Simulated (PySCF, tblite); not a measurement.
# C₆H₁₁FO₂Si: geometry, infrared bands and NMR shifts

Aim: predict the infrared bands and NMR shifts of C₆H₁₁FO₂Si (`C/C(=C/F)[C@H]1CCO[SiH2]O1`).

Programs: tblite 0.8.0 and PySCF 2.14.0, with density-fitted response routines of our own. Each step states its level of theory. These are calculated values for one molecule in the gas phase, unless marked as measured. Atoms count from 0, in the outputs and in this text.

## 1. The molecule as given

21 atoms, charge 0, multiplicity 1; geometry from: force field or distance geometry start.

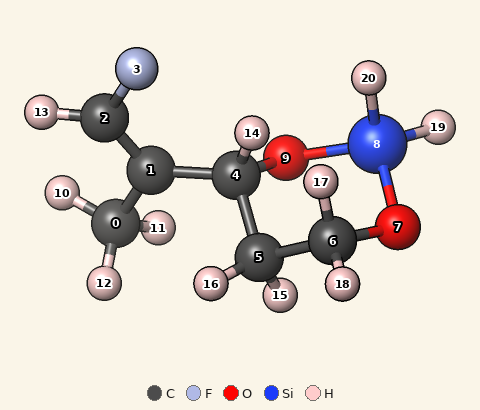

The starting geometry (carbon dark grey, fluorine light blue, oxygen red, silicon blue, hydrogen pink), atoms numbered; sticks join atoms by distance.

## 2. Geometry optimisation with GFN2-xTB

What the job is given:

```
{"job": {"kind": "relax", "xc": "GFN2-xTB", "basis": "xTB"}, "charge": 0, "multiplicity": 1}
C      2.429700    -0.701900     0.368600
C      1.478900     0.384100    -0.077800
C      1.977300     1.501200    -0.613300
F      1.105600     2.507100    -1.028900
C      0.024400     0.221600     0.103200
C     -0.518800    -0.989400    -0.667100
C     -1.985200    -0.622000    -0.905400
O     -2.707700    -0.787500     0.284400
Si    -2.065100     0.319600     1.419200
O     -0.371800     0.084400     1.430600
H      3.405000    -0.212300     0.558600
H      2.082700    -1.116300     1.364100
H      2.477800    -1.523400    -0.359100
H      3.040500     1.659400    -0.758200
H     -0.531800     1.105800    -0.305600
H     -0.533900    -1.885400    -0.000300
H      0.035500    -1.139500    -1.591800
H     -1.986600     0.484200    -1.081200
H     -2.419200    -1.111600    -1.766600
H     -2.653900     0.163300     2.754600
H     -2.292500     1.675500     0.871300
```

Command:

```bash
OMP_NUM_THREADS=1 python probes_run.py task.json out
```

The driver reads the jobs from task.json and runs them one after another.

The program printed:

```text
step      E/eV     max force
  0    -900.61821    2.140
  1    -900.87486    1.194
  2    -901.02303    1.419
  3    -901.09479    0.912
  4    -901.17930    0.616
  5    -901.23977    0.624
  6    -901.29195    0.655
  7    -901.34756    0.641
  8    -901.38506    0.418
  9    -901.42511    0.403
 10    -901.46550    0.493
 11    -901.50703    0.645
 12    -901.54254    0.511
 13    -901.56811    0.330
 14    -901.59074    0.353
 15    -901.61651    0.378
 16    -901.63728    0.380
 17    -901.65295    0.290
 18    -901.66712    0.295
 19    -901.67971    0.262
 20    -901.69159    0.280
 21    -901.70215    0.196
 22    -901.71144    0.239
 23    -901.71888    0.263
 24    -901.72581    0.221
 25    -901.73172    0.152
 26    -901.73894    0.205
 27    -901.74426    0.199
 28    -901.75126    0.181
 29    -901.75658    0.140
 30    -901.76113    0.140
 31    -901.76508    0.152
 32    -901.76885    0.137
 33    -901.77197    0.116
 34    -901.77463    0.105
 35    -901.77713    0.111
 36    -901.77968    0.107
 37    -901.78206    0.090
 38    -901.78389    0.094
 39    -901.78536    0.085
 40    -901.78697    0.096
 41    -901.78894    0.108
 42    -901.79095    0.105
 43    -901.79258    0.117
 44    -901.79377    0.100
 45    -901.79493    0.082
 46    -901.79632    0.087
 47    -901.79796    0.112
 48    -901.79931    0.082
 49    -901.80023    0.058
 50    -901.80098    0.066
 51    -901.80195    0.081
 52    -901.80326    0.105
 53    -901.80473    0.095
 54    -901.80599    0.067
 55    -901.80687    0.061
 56    -901.80750    0.053
 57    -901.80811    0.057
 58    -901.80878    0.055
 59    -901.80939    0.047
 60    -901.80985    0.041
 61    -901.81019    0.035
 62    -901.81054    0.046
 63    -901.81093    0.047
 64    -901.81132    0.046
 65    -901.81164    0.039
 66    -901.81188    0.038
 67    -901.81211    0.034
 68    -901.81238    0.032
 69    -901.81268    0.035
 70    -901.81295    0.035
 71    -901.81323    0.041
 72    -901.81356    0.045
 73    -901.81394    0.049
 74    -901.81434    0.046
 75    -901.81472    0.043
 76    -901.81515    0.045
 77    -901.81567    0.048
 78    -901.81625    0.053
 79    -901.81682    0.059
 80    -901.81742    0.055
 81    -901.81815    0.064
 82    -901.81898    0.074
 83    -901.81991    0.072
 84    -901.82086    0.075
 85    -901.82178    0.074
 86    -901.82260    0.066
 87    -901.82342    0.065
 88    -901.82418    0.073
 89    -901.82486    0.082
 90    -901.82532    0.068
 91    -901.82564    0.033
 92    -901.82583    0.030
 93    -901.82601    0.027
 94    -901.82623    0.033
 95    -901.82650    0.038
 96    -901.82678    0.039
 97    -901.82705    0.040
 98    -901.82729    0.039
 99    -901.82750    0.035
100    -901.82773    0.036
101    -901.82802    0.040
102    -901.82842    0.051
103    -901.82894    0.058
104    -901.82950    0.045
105    -901.82997    0.046
106    -901.83033    0.070
107    -901.83075    0.054
108    -901.83134    0.047
109    -901.83211    0.095
110    -901.83267    0.059
111    -901.83321    0.049
112    -901.83357    0.042
113    -901.83383    0.038
114    -901.83415    0.037
115    -901.83457    0.034
116    -901.83480    0.031
117    -901.83499    0.030
118    -901.83518    0.030
119    -901.83546    0.028
120    -901.83569    0.031
121    -901.83585    0.029
122    -901.83599    0.033
123    -901.83617    0.033
124    -901.83645    0.042
125    -901.83683    0.045
126    -901.83726    0.058
127    -901.83765    0.043
128    -901.83800    0.051
129    -901.83832    0.053
130    -901.83869    0.045
131    -901.83902    0.043
132    -901.83927    0.032
133    -901.83949    0.029
134    -901.83973    0.032
135    -901.83998    0.037
136    -901.84022    0.040
137    -901.84040    0.034
138    -901.84055    0.034
139    -901.84071    0.034
140    -901.84092    0.048
141    -901.84111    0.047
142    -901.84126    0.035
143    -901.84138    0.024
144    -901.84148    0.021
145    -901.84157    0.028
146    -901.84168    0.023
147    -901.84180    0.023
148    -901.84196    0.028
149    -901.84213    0.042
150    -901.84234    0.044
151    -901.84252    0.036
152    -901.84270    0.033
153    -901.84278    0.044
154    -901.84290    0.104
155    -901.84306    0.025
156    -901.84318    0.024
157    -901.84333    0.045
158    -901.84345    0.046
159    -901.84358    0.029
160    -901.84368    0.030
161    -901.84374    0.035
162    -901.84381    0.023
163    -901.84391    0.015
164    -901.84399    0.019
165    -901.84410    0.019
166    -901.84420    0.021
167    -901.84430    0.026
168    -901.84440    0.027
169    -901.84444    0.040
170    -901.84461    0.025
171    -901.84469    0.018
172    -901.84478    0.023
173    -901.84482    0.020
174    -901.84491    0.019
175    -901.84496    0.016
176    -901.84499    0.013
177    -901.84502    0.013
178    -901.84507    0.016
179    -901.84513    0.017
180    -901.84519    0.015
181    -901.84524    0.017
182    -901.84528    0.017
183    -901.84532    0.015
184    -901.84536    0.013
185    -901.84540    0.011
186    -901.84544    0.015
187    -901.84550    0.016
188    -901.84557    0.017
189    -901.84564    0.021
190    -901.84569    0.013
191    -901.84573    0.017
192    -901.84577    0.014
193    -901.84582    0.015
194    -901.84586    0.014
195    -901.84590    0.014
196    -901.84594    0.014
197    -901.84599    0.015
198    -901.84603    0.012
199    -901.84605    0.012
200    -901.84607    0.008
```

Run time: 3.1 s. Hardware: 1 thread of Arm Neoverse N1, shared host.

The steps of the relaxation: (not every step is listed)

```csv
step,energy from step 0 (eV),largest force (eV/Å)
0,0.0000,2.1404
1,-0.2567,1.1942
2,-0.4048,1.4186
3,-0.4766,0.9115
4,-0.5611,0.6161
5,-0.6216,0.6239
6,-0.6737,0.6554
7,-0.7294,0.6407
8,-0.7668,0.4180
26,-1.1207,0.2053
44,-1.1756,0.1002
62,-1.1923,0.0458
80,-1.1992,0.0551
98,-1.2091,0.0390
116,-1.2166,0.0314
134,-1.2215,0.0323
152,-1.2245,0.0333
170,-1.2264,0.0252
188,-1.2274,0.0172
195,-1.2277,0.0139
196,-1.2277,0.0143
197,-1.2278,0.0151
198,-1.2278,0.0117
199,-1.2278,0.0120
200,-1.2279,0.0081
```

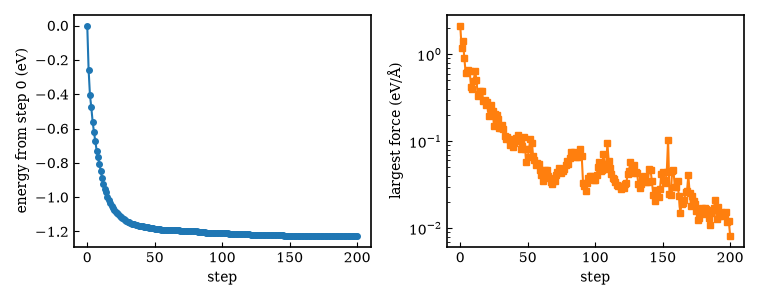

Energy and largest force along the relaxation.

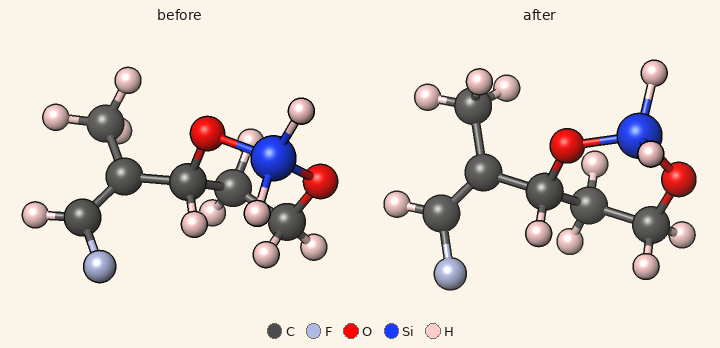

Before and after, at one scale.

Close pairs (by a distance rule), those that changed most:

```csv
bond,before (Å),after (Å),change (Å)
Si8–O9,1.710,1.629,-0.080
O7–Si8,1.711,1.631,-0.080
C0–H11,1.133,1.088,-0.045
C2–F3,1.394,1.351,-0.043
C1–C4,1.475,1.514,+0.040
C5–H15,1.117,1.092,-0.025
C6–H17,1.120,1.098,-0.022
C4–H14,1.122,1.100,-0.022
```

The next job starts from the end point, and lists it.

## 3. Infrared spectrum with GFN2-xTB

What the job is given:

```
{"job": {"kind": "ir", "xc": "GFN2-xTB", "basis": "xTB"}, "charge": 0, "multiplicity": 1}
C      2.157746    -0.370990     0.992037
C      1.527317     0.456892    -0.077904
C      2.250764     1.078797    -0.994284
F      1.688141     1.828434    -1.967278
C      0.015191     0.539853    -0.091930
C     -0.559358    -0.562962    -0.991274
C     -2.081883    -0.501379    -1.025421
O     -2.651676    -0.694790     0.240303
Si    -1.966529    -0.088756     1.590576
O     -0.472731     0.446426     1.220194
H      3.241076    -0.345696     0.918812
H      1.847657     0.003905     1.965375
H      1.815589    -1.401625     0.914057
H      3.326376     1.059991    -1.076828
H     -0.283264     1.514284    -0.506104
H     -0.257654    -1.532714    -0.590534
H     -0.163488    -0.446862    -1.999895
H     -2.403346     0.469321    -1.424476
H     -2.476938    -1.290794    -1.674476
H     -1.811716    -1.194525     2.521255
H     -2.750195     1.050134     2.057324
```

The program printed:

```text
mode    cm-1     km/mol
  1      24.2      1.24
  2      42.4      1.78
  3      83.2      9.14
  4     127.0      0.04
  5     150.3      3.54
  6     189.8      2.84
  7     220.9      0.33
  8     270.3      3.35
  9     287.0      3.46
 10     358.1     16.76
 11     386.9      4.25
 12     464.1      1.58
 13     525.5      7.82
 14     532.4      0.73
 15     557.8      2.60
 16     578.4     11.38
 17     606.1    149.80
 18     715.8     60.76
 19     765.6     68.15
 20     780.2      7.01
 21     815.2    264.52
 22     823.1    198.16
 23     864.2    115.98
 24     924.0     27.81
 25     945.5     17.13
 26    1006.2      6.52
 27    1018.3     42.17
 28    1030.5     20.68
 29    1089.5     27.49
 30    1102.6    122.86
 31    1112.1     27.97
 32    1157.8    297.29
 33    1184.6      7.02
 34    1205.8     25.88
 35    1230.0     31.51
 36    1272.6      5.75
 37    1287.3      3.30
 38    1320.3      7.47
 39    1329.7      3.38
 40    1335.7     17.50
 41    1394.2     12.36
 42    1447.9      1.30
 43    1458.7      6.90
 44    1471.4     10.83
 45    1484.5      0.27
 46    1734.8     25.22
 47    2286.5    372.64
 48    2346.3    201.39
 49    2869.1     31.80
 50    2894.2     50.19
 51    2929.6     47.08
 52    2984.9     33.25
 53    3004.7     23.02
 54    3014.1     17.28
 55    3034.6      8.19
 56    3052.4     28.86
 57    3090.5     26.82
```

It took 1.6 s on 1 thread of Arm Neoverse N1, shared host.

Which atoms move in the most intense modes:

```csv
cm⁻¹,km/mol,atoms
606,149.8,"H19 40 %, H20 35 %, Si8 17 %"
815,264.5,"H20 46 %, H19 45 %"
823,198.2,"Si8 22 %, C4 19 %, O9 14 %"
864,116.0,"C4 22 %, O9 16 %, Si8 13 %"
1103,122.9,"C2 29 %, F3 21 %"
1158,297.3,"O7 25 %, C6 23 %, C4 21 %, O9 18 %"
2286,372.6,H20 88 %
2346,201.4,H19 88 %
```

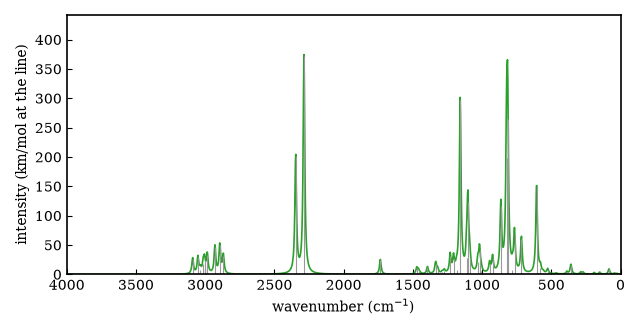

The infrared spectrum from these modes, unscaled. Lines are broadened to a width of 14 cm⁻¹ (Lorentzian).

## 4. NMR shieldings: PBE0/pcSseg-1

Same as in step 3 but for these lines:

```diff
@@ -1,2 +1,2 @@
-{"job": {"kind": "ir", "xc": "GFN2-xTB", "basis": "xTB"}, "charge": 0, "multiplicity": 1}
+{"job": {"kind": "nmr", "xc": "PBE0", "basis": "pcSseg-1"}, "charge": 0, "multiplicity": 1}
 C      2.157746    -0.370990     0.992037
```

Level: GIAO PBE0/pcSseg-1 NMR shielding, non-relativistic, gas phase.

The program printed:

```text
coarse grid: 18224 points
cycle   1  E = -774.1040478526  dE =  1.561e+00  |g| = 9.728e-01  |ddm| = 4.178e+00
cycle   2  E = -773.9185818624  dE =  1.855e-01  |g| = 1.410e+00  |ddm| = 1.991e+00
cycle   3  E = -774.2688050030  dE = -3.502e-01  |g| = 1.107e-01  |ddm| = 1.347e+00
cycle   4  E = -774.2709217781  dE = -2.117e-03  |g| = 4.855e-02  |ddm| = 1.434e-01
cycle   5  E = -774.2713731852  dE = -4.514e-04  |g| = 1.621e-02  |ddm| = 5.437e-02
cycle   6  E = -774.2714235730  dE = -5.039e-05  |g| = 5.666e-03  |ddm| = 1.905e-02
cycle   7  E = -774.2714309831  dE = -7.410e-06  |g| = 7.470e-04  |ddm| = 5.185e-03
final grid: 172288 points
cycle   8  E = -774.3598662128  dE = -5.219e-05  |g| = 1.257e-02  |ddm| = 3.905e-02
cycle   9  E = -774.3598368856  dE =  2.933e-05  |g| = 1.795e-02  |ddm| = 2.260e-02
cycle  10  E = -774.3598968494  dE = -5.996e-05  |g| = 1.622e-03  |ddm| = 1.398e-02
cycle  11  E = -774.3598973838  dE = -5.344e-07  |g| = 3.244e-04  |ddm| = 1.585e-03
cycle  12  E = -774.3598974003  dE = -1.654e-08  |g| = 1.864e-04  |ddm| = 4.403e-04
cycle  13  E = -774.3598974085  dE = -8.151e-09  |g| = 3.368e-05  |ddm| = 1.965e-04
cycle  14  E = -774.3598974087  dE = -2.265e-10  |g| = 9.217e-06  |ddm| = 3.635e-05
converged SCF energy = -774.3598974087

GIAO shielding tensors (ppm)
atom      isotropic    diamagn.    paramagn.     s11        s22        s33       span
  0 C      173.971     243.960     -69.989    165.563    171.876    184.475     18.912
  1 C       54.678     265.331    -210.653    -49.635     70.301    143.367    193.003
  2 C       36.684     243.690    -207.006    -43.380     71.337     82.096    125.476
  3 F      306.945     477.269    -170.324    219.972    284.347    416.515    196.543
  4 C      114.200     243.284    -129.085     97.416    106.503    138.679     41.263
  5 C      145.725     253.513    -107.788    131.352    149.891    155.932     24.580
  6 C      120.129     244.285    -124.156     97.110    109.355    153.921     56.811
  7 O      302.948     396.800     -93.852    245.393    304.528    358.922    113.529
  8 Si     380.572     880.969    -500.398    345.223    395.323    401.169     55.946
  9 O      289.661     399.739    -110.078    244.196    285.865    338.923     94.727
 10 H       30.359      28.801       1.558     26.075     28.441     36.561     10.486
 11 H       29.320      28.952       0.367     24.027     29.097     34.836     10.809
 12 H       30.003      30.013      -0.010     25.209     29.264     35.537     10.328
 13 H       25.108      29.637      -4.529     21.546     25.825     27.952      6.406
 14 H       26.332      33.113      -6.781     22.447     25.324     31.224      8.777
 15 H       29.662      33.788      -4.126     25.832     30.177     32.976      7.145
 16 H       30.317      33.129      -2.812     25.821     29.723     35.407      9.586
 17 H       27.295      30.143      -2.848     22.760     26.867     32.259      9.499
 18 H       27.230      28.326      -1.097     22.151     26.748     32.790     10.639
 19 H       26.685      29.917      -3.233     23.211     24.308     32.536      9.324
 20 H       26.565      29.147      -2.582     22.885     23.913     32.895     10.010
```

It took 2 min on 1 thread of Arm Neoverse N1, shared host; peak memory 1.1 GiB.

Shifts follow as δ = σ(reference) − σ, with reference shieldings (ppm) from runs at the same level and on the same kind of geometry: ¹H TMS 31.72, ¹³C TMS 186.9, ²⁹Si TMS 349.2, ¹⁹F CFCl3 170.9, ¹⁷O H2O 336.1. The references are single molecules in the gas phase, so shifts against H2O, NH3, PH3, H3PO4 or CFCl3 are not on the usual liquid scales and can be off by tens of ppm. Atoms listed in one row are averaged.

```csv
atoms,environment,σ (ppm),δ (ppm),δ scaled to CDCl3
C2,alkene CH,36.7,150.2,144.7
C1,fully substituted alkene carbon,54.7,132.2,127.2
C4,allylic sp3 CH bonded to O,114.2,72.7,69.1
C6,sp3 CH2 bonded to O,120.1,66.8,63.3
C5,sp3 CH2 in a ring,145.7,41.2,38.3
C0,allylic methyl carbon,174.0,13.0,10.7
H13,hydrogen on an alkene CH,25.11,6.61,6.34
H14,hydrogen on an allylic sp3 CH bonded to O,26.33,5.39,5.18
H20,"hydrogen on a silicon bonded to 2 O, in a 6-membered ring",26.56,5.15,–
H19,"hydrogen on a silicon bonded to 2 O, in a 6-membered ring",26.68,5.03,–
H18,hydrogen on an sp3 CH2 bonded to O,27.23,4.49,4.34
H17,hydrogen on an sp3 CH2 bonded to O,27.30,4.42,4.27
H15,hydrogen on an sp3 CH2 in a ring,29.66,2.06,2.04
"H10, H11, H12",hydrogen on an allylic methyl carbon,29.89,1.82,1.82
H16,hydrogen on an sp3 CH2 in a ring,30.32,1.40,1.43
F3,vinylic fluorine,306.9,-136.0,–
O9,"oxygen bonded to C, Si, in a 6-membered ring",289.7,46.4,–
O7,"oxygen bonded to C, Si, in a 6-membered ring",302.9,33.1,–
Si8,"silicon bonded to 2 O, 2 H, in a 6-membered ring",380.6,-31.4,–
```

The scaled column applies a straight-line fit of computed shieldings to shifts measured in CDCl3, and one for carbons that bear F (root-mean-square error 0.16 ppm for H, 1.9 ppm for C).

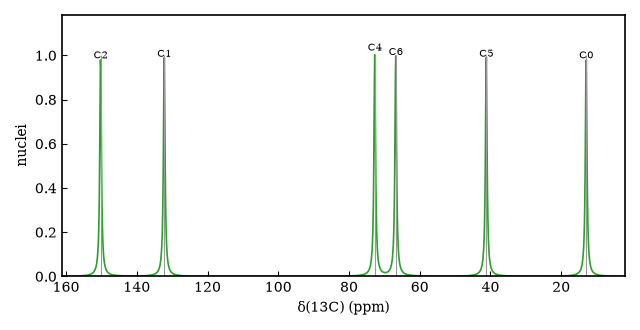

¹³C lines at the computed shifts, without couplings. Lines are broadened to a width of 0.55 ppm (Lorentzian).

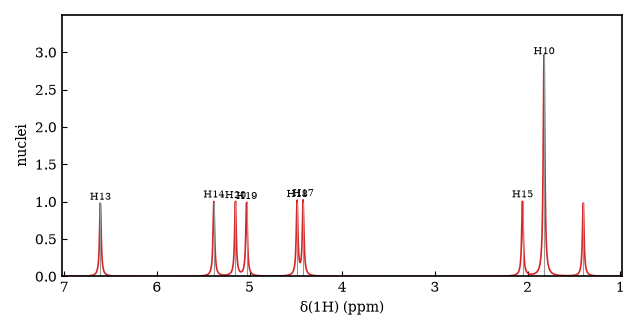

¹H lines at the computed shifts, without couplings. Lines are broadened to a width of 0.02 ppm (Lorentzian).

The run also stored atomic charges by several schemes (e):

```csv
atoms,Mulliken,IAO,Hirshfeld,ESP fit
C0,-0.12,-0.41,-0.12,-0.53
C1,-0.47,-0.04,-0.02,-0.19
C2,0.34,0.11,0.02,0.00
F3,-0.29,-0.28,-0.09,-0.18
C4,0.16,0.09,0.05,0.60
C5,-0.25,-0.29,-0.08,-0.38
C6,0.12,-0.05,0.01,0.18
O7,-0.64,-0.66,-0.24,-0.51
Si8,1.01,1.22,0.46,0.83
O9,-0.65,-0.66,-0.22,-0.57
```

Mulliken charges:

C0 -0.12; C1 -0.47; C2 0.34; F3 -0.29; C4 0.16; C5 -0.25; C6 0.12; O7 -0.64; Si8 1.01; O9 -0.65; H10 0.11; H11 0.15; H12 0.12; H13 0.09; H14 0.11; H15 0.13; H16 0.14; H17 0.10; H18 0.12; H19 -0.15; H20 -0.15

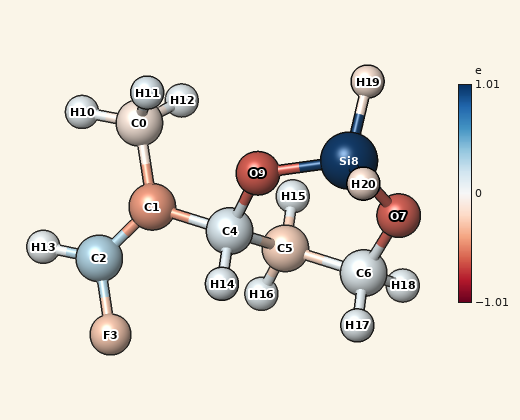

Mulliken charges, as colours on the atoms.

Mayer bond orders: C0–C1 1.05, C1–C2 1.86, C2–F3 0.93, C1–C4 1.01, C4–C5 0.99, C5–C6 1.05, C6–O7 0.88, O7–Si8 0.98, Si8–O9 0.96, O9–C4 0.86.

Ring of atoms C4, C5, C6, O7, Si8, O9: NICS(0) -1.8, NICS(1) -0.9, NICS(1)zz 2.8 ppm (means of both faces).

Orbitals, density, ELF and potential are computed afterwards from the orbital file.

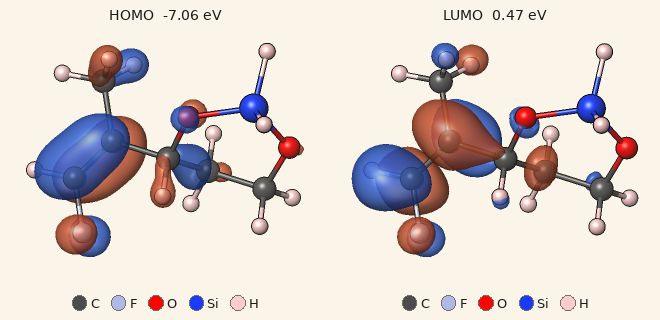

Frontier orbitals at PBE0/pcSseg-1; each surface holds 70 % of the orbital's density, blue and red mark the sign.

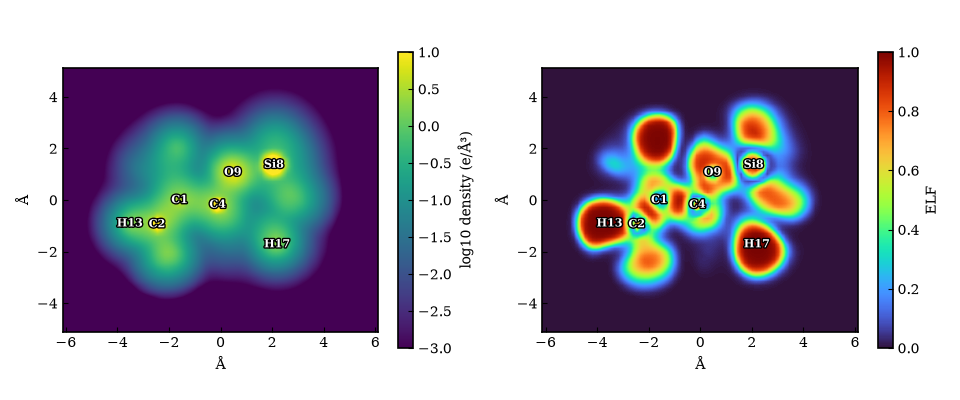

Density (left) and ELF (right) in a plane through or near 7 of the atoms.

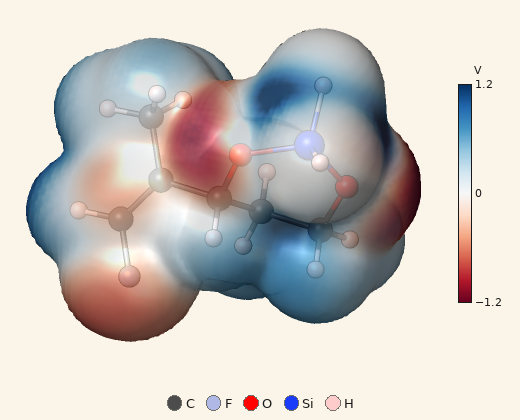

Electrostatic potential on the surface of density 0.002 e/bohr³; red is low, blue high. It runs from -1.19 V near O7 to 1.20 V near H20.

## 5. Outcome

```
                                                              quantity                                                     value
                             strongest single infrared mode (GFN2-xTB)                                     2286 cm⁻¹, 373 km/mol
                                          zero-point energy (GFN2-xTB)                                            100.4 kcal/mol
                                ¹³C shifts against TMS (PBE0/pcSseg-1)                  150.2, 132.2, 72.7, 66.8, 41.2, 13.0 ppm
¹H shifts against TMS (PBE0/pcSseg-1, means over atoms taken as alike)  6.61, 5.39, 5.15, 5.03, 4.49, 4.42, 2.06, 1.82, 1.40 ppm
                              ¹⁹F shifts against CFCl3 (PBE0/pcSseg-1)                                                -136.0 ppm
                                ¹⁷O shifts against H2O (PBE0/pcSseg-1)                                            46.4, 33.1 ppm
                               ²⁹Si shifts against TMS (PBE0/pcSseg-1)                                                 -31.4 ppm
                                 surface potential, least and greatest                                        -1.19 V and 1.20 V
```

**Reading.** The optimisation took 200 steps and gained 1.228 eV; among the close pairs (by a distance rule), Si8–O9 changed most, from 1.710 to 1.629 Å. All 57 modes are real, so the xTB geometry is a minimum. The strongest single mode, at 2286 cm⁻¹, moves mainly H20. GFN2-xTB is a fitted tight-binding method: band positions and strengths are rough. Its intensities can rank the bands wrongly. The most deshielded hydrogen is H13 (hydrogen on an alkene CH), at 6.61 ppm: olefinic region.
